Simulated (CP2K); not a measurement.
# PM6 run of C3H9B2 (SMILES BCB[CH]C)

What is the vertical electron affinity of C3H9B2 at PM6? 

The calculation is run with CP2K 2026.2.

3 further runs of the same task are left out: 1 that didn't finish, 2 set aside as unsound or not needed.

**1. The structure to begin with**

C3H9B2: 14 atoms, total charge 0, spin state doublet. As SMILES, `BCB[CH]C`. The coordinates come from a GFN2-xTB relaxation. This is one conformer, not always the lowest.

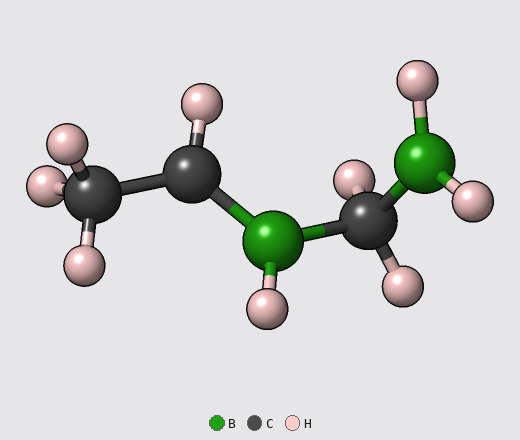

The structure, seen from a chosen angle (boron green, carbon dark grey, hydrogen pink).

**2. Energy and forces at PM6**

molecule.xyz

```xyz
14

B     -1.250450     1.652720     1.175550
C     -1.077680     1.295040    -0.332460
B      0.307240     0.498030    -0.298600
C      0.291820    -0.994400    -0.135050
C      1.408690    -1.913250    -0.452420
H     -0.794790     2.642770     1.603190
H     -1.810590     0.918850     1.896770
H     -1.879640     0.660860    -0.704840
H     -0.989330     2.175770    -0.964330
H      1.317040     1.083950    -0.421340
H     -0.596500    -1.508980     0.217000
H      2.282080    -1.375200    -0.814350
H      1.686790    -2.488490     0.436080
H      1.105310    -2.647680    -1.205190
```

mol.inp

```
&GLOBAL
 PROJECT_NAME mol
 RUN_TYPE ENERGY_FORCE
 PRINT_LEVEL MEDIUM
&END GLOBAL
&FORCE_EVAL
 METHOD QUICKSTEP
 &DFT
  MULTIPLICITY 2
  UNRESTRICTED_KOHN_SHAM T
  &QS
   METHOD PM6
   EPS_DEFAULT 1.0E-10
   &SE
    &COULOMB
     CUTOFF [angstrom] 50
     RC_RANGE [angstrom] 0
    &END COULOMB
    &EXCHANGE
     CUTOFF [angstrom] 50
     RC_RANGE [angstrom] 0
    &END EXCHANGE
   &END SE
  &END QS
  &POISSON
   PERIODIC NONE
   POISSON_SOLVER ANALYTIC
  &END POISSON
  &SCF
   SCF_GUESS ATOMIC
   EPS_SCF 1.0E-07
   MAX_SCF 100
   ADDED_MOS 8
   &DIAGONALIZATION
    ALGORITHM STANDARD
   &END DIAGONALIZATION
   &MIXING
    METHOD DIRECT_P_MIXING
    ALPHA 0.4
   &END MIXING
  &END SCF
  &PRINT
   &MOMENTS
    PERIODIC F
    REFERENCE COM
    MAX_MOMENT 1
   &END MOMENTS
   &MO ON
    ENERGIES T
    OCCUPATION_NUMBERS T
    NDIGITS 6
    &EACH
     QS_SCF 0
    &END EACH
    ADD_LAST NUMERIC
   &END MO
   &HIRSHFELD OFF
   &END HIRSHFELD
  &END PRINT
 &END DFT
 &SUBSYS
  &CELL
   ABC 14.2 15.3 13.1
   PERIODIC NONE
  &END CELL
  &TOPOLOGY
   COORD_FILE_NAME molecule.xyz
   COORD_FILE_FORMAT XYZ
   &CENTER_COORDINATES
   &END CENTER_COORDINATES
  &END TOPOLOGY
 &END SUBSYS
 &PRINT
  &FORCES ON
  &END FORCES
 &END PRINT
&END FORCE_EVAL
```

Run with:

```console
$ OMP_NUM_THREADS=1 cp2k.psmp -i mol.inp > mol.out 2>&1
```

The log of the run:

```text
CP2K| version string:                                       CP2K version 2026.2
[...]
 GLOBAL| Method name                                                        CP2K
[...]
 GLOBAL| Run type                                                   ENERGY_FORCE
[...]
                             - Atoms:                                         14
[...]
                             - Spherical basis functions:                     29
[...]
 Number of electrons:                                                         14
[...]
     1 P_Mix/Diag. 0.40E+00    0.0     0.34949868       -14.0253504659 -1.40E+01
[...]
    19 DIIS/Diag.  0.77E-07    0.0     0.00000007       -22.0031109357 -2.27E-13
  *** SCF run converged in    19 steps ***
  Core-core repulsion energy [eV]:                           1765.54493622358450
  Core Hamiltonian energy [eV]:                              -918.86825765136246
  Two-electron integral energy [eV]:                        -2890.82355256126903
  Electronic energy [eV]:                                   -2364.28003393199742
  Total energy [eV]:                                         -598.73509770841258
  Atomic reference energy [eV]:                               600.23542793778131
  Heat of formation [kcal/mol]:                                34.59843975922983
[...]
 SE_DIPOLE| Moment [Debye]         -0.35991276       1.24404085       0.34804569
 SE_DIPOLE| Derivative [a.u.]       0.00000000       0.00000000       0.00000000
 ENERGY| Total FORCE_EVAL ( QS ) energy [hartree]            -22.003110935651762
 FORCES| Atomic forces [hartree/bohr]
 FORCES|   Atom     x               y               z               |f|
 FORCES|      1  3.17090257E-03 -3.27963648E-03 -7.25594868E-03   8.57084767E-03
 FORCES|      2  1.10222790E-02 -7.93580716E-03  5.08306348E-03   1.45019034E-02
 FORCES|      3 -1.23522441E-02  2.44737611E-02 -3.01255011E-03   2.75793106E-02
 FORCES|      4 -2.62743385E-03 -3.38162409E-02  2.15838777E-03   3.39867650E-02
 FORCES|      5 -9.86050313E-03  1.34692623E-02  2.53452096E-03   1.68841448E-02
 FORCES|      6  3.22093836E-03  6.85632313E-03  8.16581373E-04   7.61908235E-03
 FORCES|      7 -3.99557715E-03 -5.46223626E-03  2.55535244E-03   7.23398147E-03
 FORCES|      8 -2.63360740E-03 -1.74529164E-03 -7.10302559E-04   3.23828050E-03
 FORCES|      9  1.32465235E-03  2.73093006E-03 -1.50434100E-03   3.38758390E-03
 FORCES|     10  5.28287708E-03  4.33146901E-03  3.76439318E-04   6.84193836E-03
 FORCES|     11 -1.97958250E-03  3.91434133E-03  1.66996773E-03   4.69357083E-03
 FORCES|     12  6.07121235E-03  2.53486642E-05 -2.15426443E-03   6.44213608E-03
 FORCES|     13  3.09799085E-03 -1.70634454E-03  3.07185569E-03   4.68459778E-03
[...]
```

Wall time 1.1 s (1 thread of Intel Xeon Platinum 8375C at 2.90GHz (Ice Lake), shared host); peak memory 0.18 GiB.

**3. The singlet anion at the same level**

molecule.xyz is that of step 2.

qs.inp

```
&GLOBAL
   PROJECT_NAME qs
   RUN_TYPE ENERGY_FORCE
   PRINT_LEVEL MEDIUM
&END GLOBAL

&FORCE_EVAL
   METHOD QUICKSTEP
   &DFT
      CHARGE -1
      &QS
         METHOD PM6
         EPS_DEFAULT 1.0E-10
         &SE
            &COULOMB
               CUTOFF [angstrom] 50
               RC_RANGE [angstrom] 0
            &END COULOMB
            &EXCHANGE
               CUTOFF [angstrom] 50
               RC_RANGE [angstrom] 0
            &END EXCHANGE
         &END SE
      &END QS
      &POISSON
         PERIODIC NONE
         POISSON_SOLVER ANALYTIC
      &END POISSON
      &SCF
         SCF_GUESS ATOMIC
         EPS_SCF 1.0E-07
         MAX_SCF 100
         ADDED_MOS 4
         &DIAGONALIZATION
            ALGORITHM STANDARD
         &END DIAGONALIZATION
         &MIXING
            METHOD DIRECT_P_MIXING
            ALPHA 0.4
         &END MIXING
      &END SCF
      &PRINT
         &MOMENTS
            PERIODIC F
            REFERENCE COM
            MAX_MOMENT 1
         &END MOMENTS
         &MO ON
            ENERGIES T
            OCCUPATION_NUMBERS T
            NDIGITS 6
            &EACH
               QS_SCF 0
            &END EACH
            ADD_LAST NUMERIC
         &END MO
         &HIRSHFELD OFF
         &END HIRSHFELD
      &END PRINT
   &END DFT
   &SUBSYS
      &CELL
         ABC 14.2 15.3 13.1
         PERIODIC NONE
      &END CELL
      &TOPOLOGY
         COORD_FILE_NAME molecule.xyz
         COORD_FILE_FORMAT XYZ
         &CENTER_COORDINATES
         &END CENTER_COORDINATES
      &END TOPOLOGY
   &END SUBSYS
   &PRINT
      &FORCES ON
      &END FORCES
   &END PRINT
&END FORCE_EVAL
```

Run with:

```console
$ OMP_NUM_THREADS=1 cp2k.psmp qs.inp > qs.out
```

The log of the run:

```text
CP2K| version string:                                       CP2K version 2026.2
[...]
 GLOBAL| Method name                                                        CP2K
[...]
 GLOBAL| Run type                                                   ENERGY_FORCE
[...]
                             - Atoms:                                         14
[...]
                             - Spherical basis functions:                     29
[...]
 Number of electrons:                                                         28
[...]
     1 P_Mix/Diag. 0.40E+00    0.0     0.70255174       -14.1327648621 -1.41E+01
[...]
    24 DIIS/Diag.  0.48E-07    0.0     0.00000003       -22.0531546926 -6.39E-14
  *** SCF run converged in    24 steps ***
  Core-core repulsion energy [eV]:                           1765.54493622358450
  Core Hamiltonian energy [eV]:                              -931.74440265230362
  Two-electron integral energy [eV]:                        -2867.79478232009797
  Electronic energy [eV]:                                   -2365.64179381235272
  Total energy [eV]:                                         -600.09685758876822
  Atomic reference energy [eV]:                               600.23542793778131
  Heat of formation [kcal/mol]:                                 3.19550841467997
[...]
 SE_DIPOLE| Moment [Debye]          0.29310385       1.36409232       0.08650492
 SE_DIPOLE| Derivative [a.u.]       0.00000000       0.00000000       0.00000000
 ENERGY| Total FORCE_EVAL ( QS ) energy [hartree]            -22.053154692615244
 FORCES| Atomic forces [hartree/bohr]
 FORCES|   Atom     x               y               z               |f|
 FORCES|      1  1.17960630E-02 -1.22111205E-02 -2.31667912E-02   2.87220957E-02
 FORCES|      2 -1.36162352E-02  1.11452011E-02  1.32750756E-02   2.20418920E-02
 FORCES|      3 -1.10374136E-03 -5.45402715E-02  1.42419941E-02   5.63799065E-02
 FORCES|      4 -1.30675445E-02  4.47356468E-02 -1.18648729E-03   4.66202377E-02
 FORCES|      5  1.55586527E-03 -1.73495869E-05  4.65966456E-03   4.91258501E-03
 FORCES|      6  3.81190162E-03  6.15389177E-03  3.24342563E-03   7.93226246E-03
 FORCES|      7 -3.15626170E-03 -4.60885545E-03  4.56377691E-03   7.21329302E-03
 FORCES|      8  6.70886280E-04 -2.87462735E-03 -1.63928833E-03   3.37651255E-03
 FORCES|      9  2.86357767E-03  1.89101186E-04 -2.51102352E-03   3.81327621E-03
 FORCES|     10  2.47319485E-03  4.24563221E-03 -4.04676524E-03   6.36540607E-03
 FORCES|     11  5.14303871E-04  6.59920742E-03 -4.85004171E-03   8.20590955E-03
 FORCES|     12  2.90591892E-03  1.08951105E-03 -1.21012275E-03   3.33103530E-03
 FORCES|     13  3.76605554E-03 -4.89142669E-04  1.80441619E-03   4.20456331E-03
[...]
```

Wall time 1.1 s (1 thread of Intel Xeon Platinum 8375C at 2.90GHz (Ice Lake), shared host); peak memory 0.18 GiB.

**4. Outcome**

Level: PM6.

```
                                                 quantity          value
                             doublet C3H9B2: total energy   -22.00311 Eh
                            doublet C3H9B2: dipole moment         1.34 D
       doublet C3H9B2: HOMO energy (highest over α and β)       -9.28 eV
        doublet C3H9B2: LUMO energy (lowest over α and β)       -0.99 eV
doublet C3H9B2: heat of formation at this unrelaxed shape  34.6 kcal/mol
                 doublet C3H9B2: largest force on an atom     1.748 eV/Å
                              singlet anion: total energy   -22.05315 Eh
                               singlet anion: HOMO energy       -2.06 eV
                               singlet anion: LUMO energy        4.67 eV
                             singlet anion: HOMO–LUMO gap        6.74 eV
 singlet anion: heat of formation at this unrelaxed shape   3.2 kcal/mol
                  singlet anion: largest force on an atom     2.899 eV/Å
        vertical electron affinity (to the singlet anion)       1.362 eV
```

At fixed nuclei the extra electron is bound by 1.36 eV (131 kJ/mol). The largest force (doublet C3H9B2) is 1.75 eV/Å: the shape isn't a stationary point for this species at this level. A minimal valence basis can't be trusted even for the sign of an electron affinity.
